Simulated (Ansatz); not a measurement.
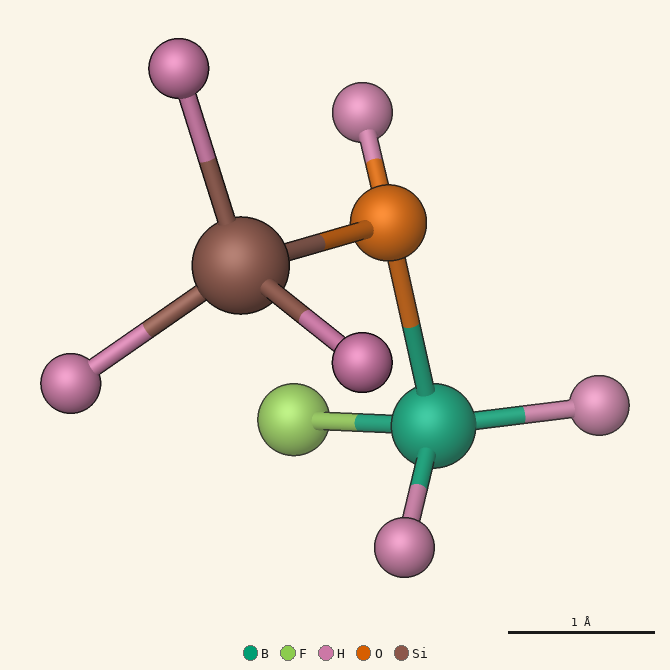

A ball-and-stick model of a molecule. Every bond is drawn as one stick, whatever its order.

The geometry was computed by an optimisation with PBE0-D4/def2-TZVP.

What does the picture show?

It has 10 atoms: 1 boron, 1 fluorine, 6 hydrogen, 1 oxygen and 1 silicon (BFH6OSi). The point group is C1. Coordination, clear cases only: 1 B tetrahedral; 1 Si tetrahedral.

More results for the same structure follow; atom numbers are the same in all pictures, views and colours differ.

## Vibrations

Harmonic vibrations computed with RKS PBE0-D4/def2-TZVP (Ansatz 0.2.0) at a stationary point of the same level.

Question: How many vibrational modes are there, and where do they lie?

Answer: 24 modes: 70, 153, 187, 295, 370, 545, 678, 697, 749, 933, 943, 956, 965, 997, 1059, 1100, 1189, 1259, 2242, 2287, 2304, 2434, 2554, 3851 cm⁻¹.

## Thermal motion

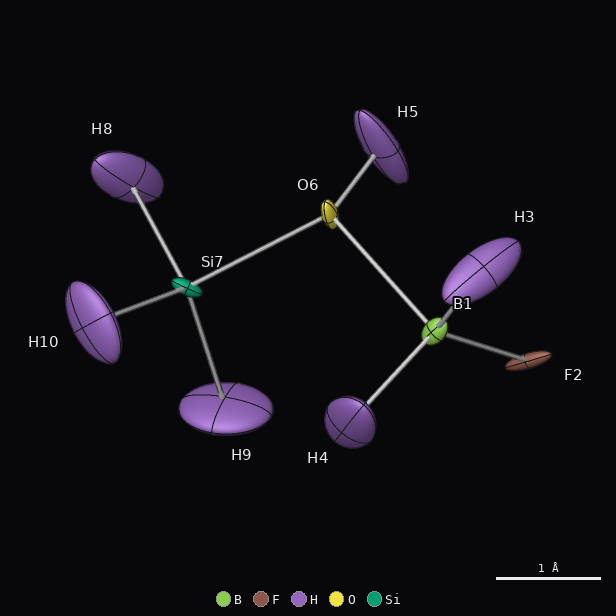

Displacement ellipsoids at the 50 % level, from the internal vibrations of the free molecule (harmonic, no overall translation or rotation; no half-axis is drawn under 0.075 Å). Vibrations computed with RKS PBE0-D4/def2-TZVP (Ansatz 0.2.0). Temperature: 298 K.

List U_eq and the three principal root-mean-square amplitudes for each kind of atom.

| atom | U_eq (Å²) | rms amplitudes (Å) |
| --- | --- | --- |
| B1 | 0.0065 | 0.043, 0.073, 0.110 |
| F2 | 0.0105 | 0.025, 0.046, 0.170 |
| H3 | 0.0424 | 0.092, 0.141, 0.314 |
| H4 | 0.0464 | 0.093, 0.174, 0.317 |
| H5 | 0.0484 | 0.088, 0.140, 0.343 |
| O6 | 0.0083 | 0.040, 0.067, 0.137 |
| Si7 | 0.0042 | 0.016, 0.036, 0.105 |
| H8 | 0.0468 | 0.102, 0.159, 0.324 |
| H9 | 0.0556 | 0.091, 0.261, 0.300 |
| H10 | 0.0432 | 0.098, 0.198, 0.284 |

## Charges

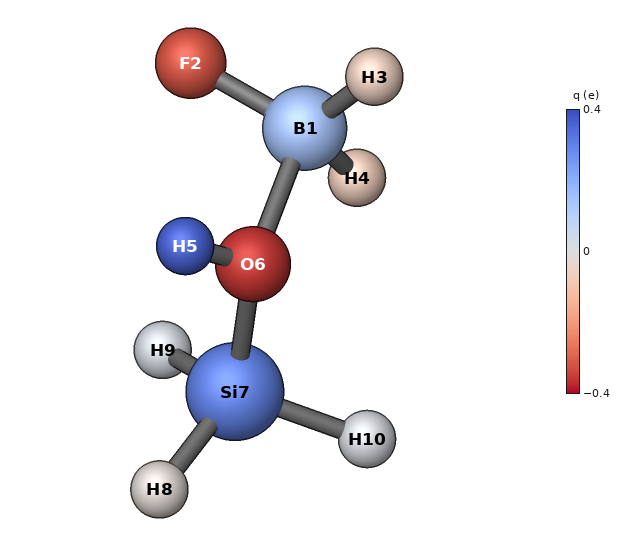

Atoms are coloured by their Mulliken charges. Method: RKS PBE0-D4/def2-TZVP (Ansatz 0.2.0).

Give the Mulliken charges atom by atom.

```tsv
atom	value (e)
B1	0.14
F2	−0.31
H3	−0.06
H4	−0.07
H5	0.35
O6	−0.35
Si7	0.29
H8	−0.02
H9	0.02
H10	0.01
```

Mulliken values depend strongly on the basis set and can even reverse the polarity of a bond.
